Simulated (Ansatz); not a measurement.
# CrF₃H₉N₃ (charge −1): what the fields show

Input file:

```
crystal:
  periodic: [false, false, false]
  atoms:
    - {symbol: Cr, position_ang: [0.250841, 0.255563, 0.411891]}
    - {symbol: F, position_ang: [-0.126835, -0.124860, 2.308920]}
    - {symbol: N, position_ang: [0.391327, 0.388348, -1.761073]}
    - {symbol: H, position_ang: [1.403977, 0.247053, -1.728720]}
    - {symbol: H, position_ang: [0.208654, 1.393783, -1.757302]}
    - {symbol: H, position_ang: [-0.038121, -0.079046, -2.547908]}
    - {symbol: F, position_ang: [2.277539, 0.158253, 0.124631]}
    - {symbol: N, position_ang: [-1.847483, 0.754423, 0.521974]}
    - {symbol: H, position_ang: [-1.595120, 1.743597, 0.401196]}
    - {symbol: H, position_ang: [-1.969351, 0.533308, 1.508874]}
    - {symbol: H, position_ang: [-2.651084, 0.480005, -0.028694]}
    - {symbol: F, position_ang: [0.141229, 2.279503, 0.129189]}
    - {symbol: N, position_ang: [0.764554, -1.839893, 0.524515]}
    - {symbol: H, position_ang: [1.752724, -1.584011, 0.404230]}
    - {symbol: H, position_ang: [0.494549, -2.646926, -0.023318]}
    - {symbol: H, position_ang: [0.542621, -1.959088, 1.511624]}
basis:
  gaussian: {orbitals: def2-TZVPD, initial_orbitals: start.molden}
total_charge: -1
hamiltonian: {xc: pbe0, dispersion: d4}
scf: {omitted_lower_state_checks: [starts]}
output: {orbitals: {seedname: orbitals}}
```

Command:

```sh
ansatz run in.yaml --threads 4 --pin off --events-out ev --progress --plain --max-ram 8704MiB
```

Geometry: PBE0-D4/def2-SVPD; the highest occupied orbital lies above zero, a sign that basis and functional describe the outermost electron poorly.

The calculation used Ansatz 0.2.0, RKS PBE0-D4/def2-TZVPD.

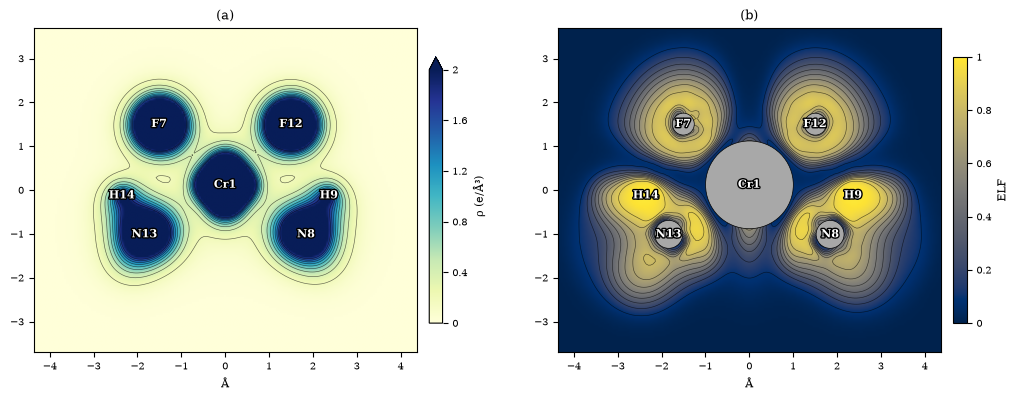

Figure 1. (a) total electron density; (b) electron localisation function on the plane of atoms Cr1, N13 and H14. Grey discs cover the atomic cores in the ELF map.

Interpret the plot.

Answer. Atoms in the plane: Cr, F, N and H. Cr–N (2.16 Å): the density is about 0.38 e/Å³ at the midpoint; the ELF peaks at about 0.90 in the valence shell of N, 0.7 Å from its nucleus, and is about 0.15 at the midpoint. N–H (1.03 Å): the density is about 2.9 e/Å³ at the midpoint; the ELF climbs to about 1 towards the hydrogen, as it does in any bond to H (a covalent bond by its length). Cr–F (2.05 Å): ρ at the midpoint is about 0.4 e/Å³; the ELF peaks at about 0.85 in the valence shell of F, 0.6 Å from its nucleus, and is about 0.10 at the midpoint.

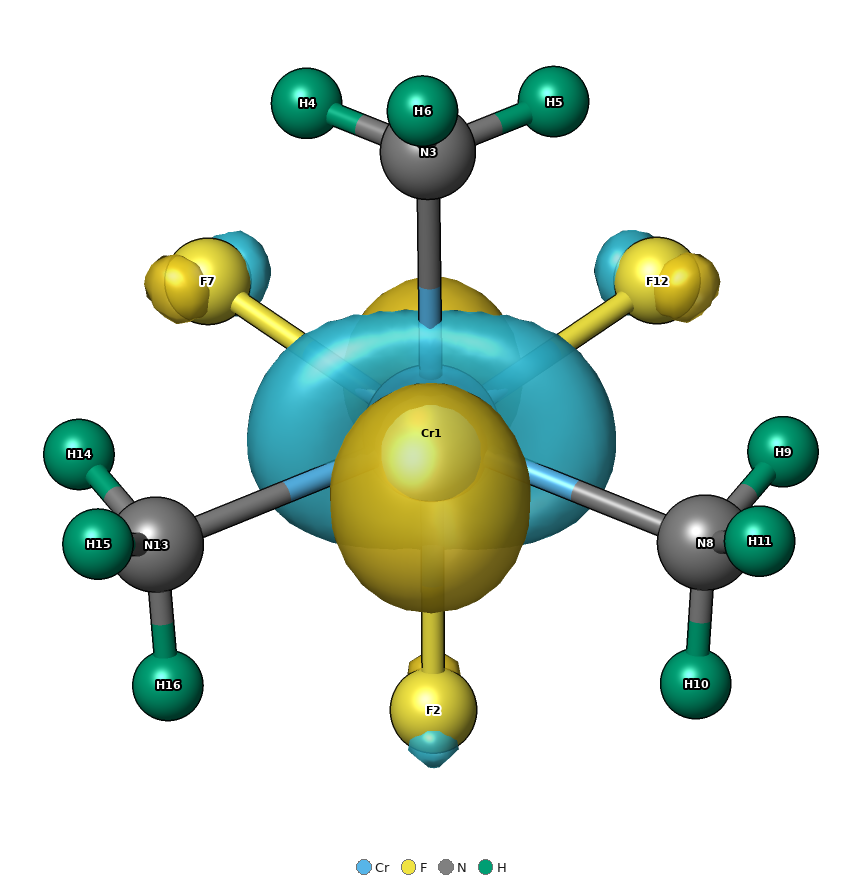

Figure 2. The HOMO−1 at ±0.15 Å⁻³ᐟ² (yellow and cyan are the two phases), seen across its widest extent.

Where does this orbital lie, and at what energy?

Answer. Its weight (Hirshfeld) is mainly on Cr1 (about 85 %). Its energy is 1.04 eV.

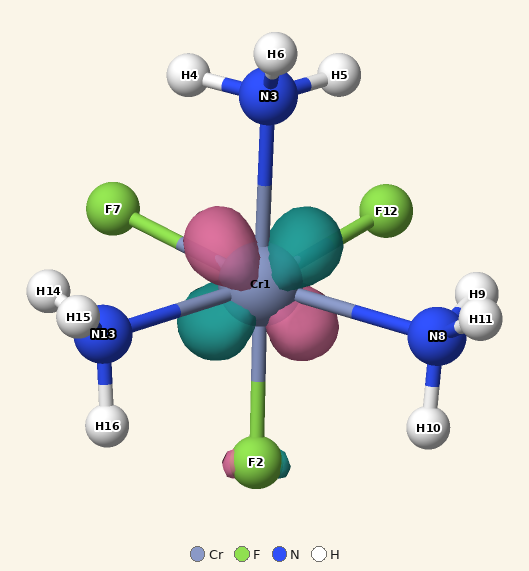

Figure 3. The HOMO at ±0.3 Å⁻³ᐟ² (teal and pink are the two phases), seen across its widest extent.

Where does this orbital lie, and at what energy?

Answer. By Hirshfeld shares it lies mainly on Cr1 (about 85 %). Its energy is 1.10 eV.
